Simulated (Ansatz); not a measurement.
H$_{2}$NPSi (SMILES N1[Si]#[PH]1)

```yaml
atoms:
  - { symbol: N, position_ang: [0.1052, -0.0247, 0.6436] }
  - { symbol: P, position_ang: [-0.4974, -0.5942, -0.9543] }
  - { symbol: Si, position_ang: [0.8656, -1.5311, 0.7049] }
  - { symbol: H, position_ang: [-0.0746, 0.8527, 1.1223] }
  - { symbol: H, position_ang: [0.5642, -0.0796, -1.7909] }
```

Geometry: B3LYP-D3(BJ)/def2-SVP.

The calculation used isolated molecule in a Gaussian basis; Kohn-Sham density functional theory, functional PBE0 in Ansatz 0.2.0.

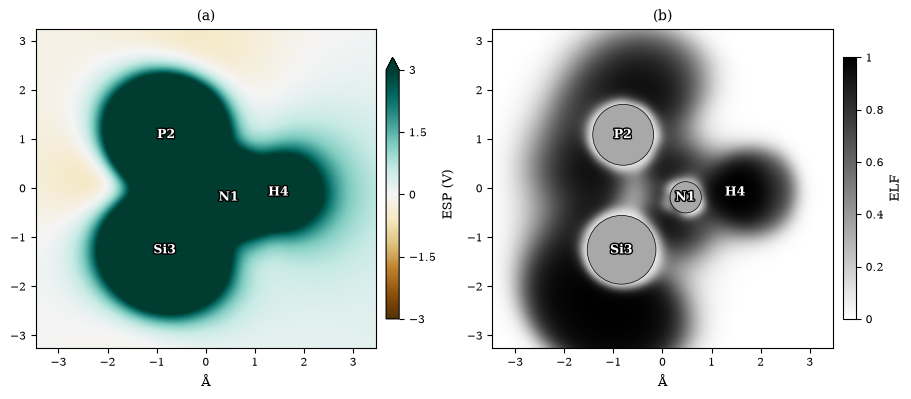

Figure 1. (a) electrostatic potential; (b) ELF on the plane of atoms P2, N1 and Si3. Grey discs cover the atomic cores in the ELF map.

### Describe what can be read from this map.

- The plane passes through N, P, Si and H nuclei.
- Si–N (1.69 Å): the ELF peaks at about 0.85 between the atoms (a polar covalent bond).
- P–N (1.80 Å): the ELF peaks at about 0.85 between the atoms; a shared but strongly polarised pair.
- Si–P (2.34 Å): the ELF peaks at about 0.65 between the atoms.
- N–H (1.02 Å): the ELF climbs to about 1 towards the hydrogen, as it does in any bond to H (an ordinary covalent bond to hydrogen).
- The ELF also peaks beside Si3 and P2, away from the bonds: lone-pair regions.
- Outside the dense part of the molecule the potential is most negative (−0.5 V) near P2.

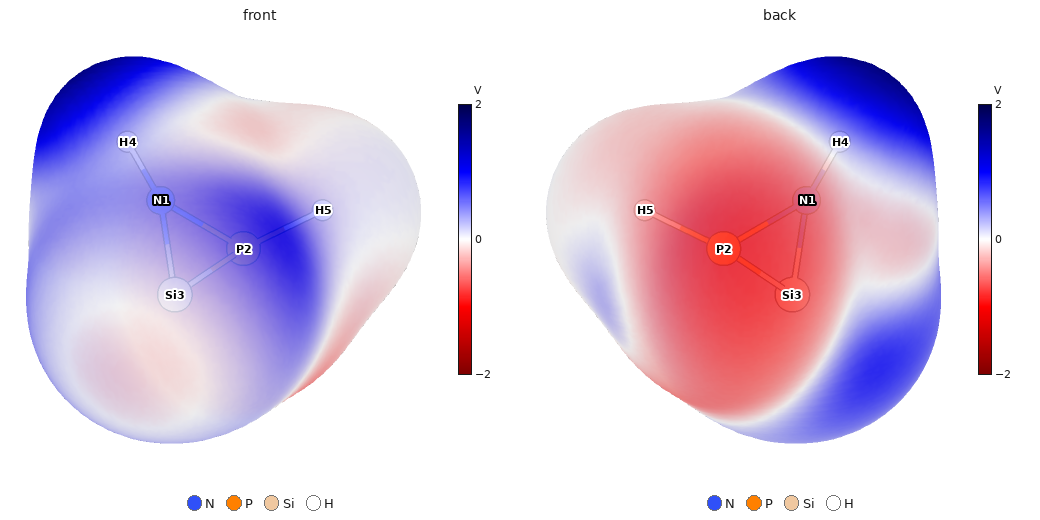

Figure 2. The molecular electrostatic potential painted on the density surface at 0.001 e/bohr³, seen from the front and from behind; the colour scale runs from red (negative) to blue (positive).

### Which sites attract a positive test charge, and which a negative one?

A positive charge is drawn to the negative regions and a negative charge to the positive ones. The most negative region (about −0.8 V) lies over P2, the most positive (about +1.6 V) over H4.

### How polar is the molecule by this calculation?

Its dipole moment is 1.59 D.

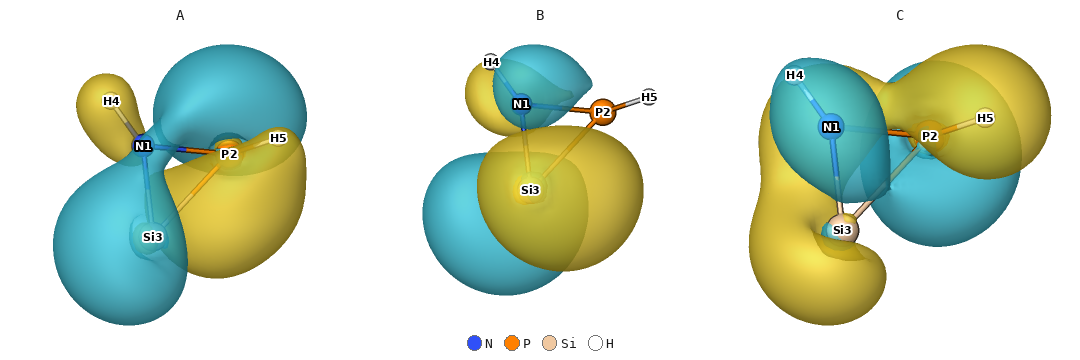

Figure 3. Three frontier orbitals at ±0.08 Å⁻³ᐟ² (yellow and cyan are the two phases), in no order.

### Order the three orbitals by energy and name them.

C is the HOMO−1 (−7.13 eV). Its weight (Hirshfeld) is mainly on P2 (about 45 %), N1 (about 25 %), Si3 (about 15 %) and H5 (about 15 %). A is the HOMO (−6.50 eV). It lies mainly on P2 (about 55 %), Si3 (about 35 %) and N1 (about 5 %). B is the LUMO (−2.02 eV). It lies mainly on Si3 (about 80 %) and N1 (about 10 %).

### What is the HOMO–LUMO gap?

4.48 eV between the orbital energies.
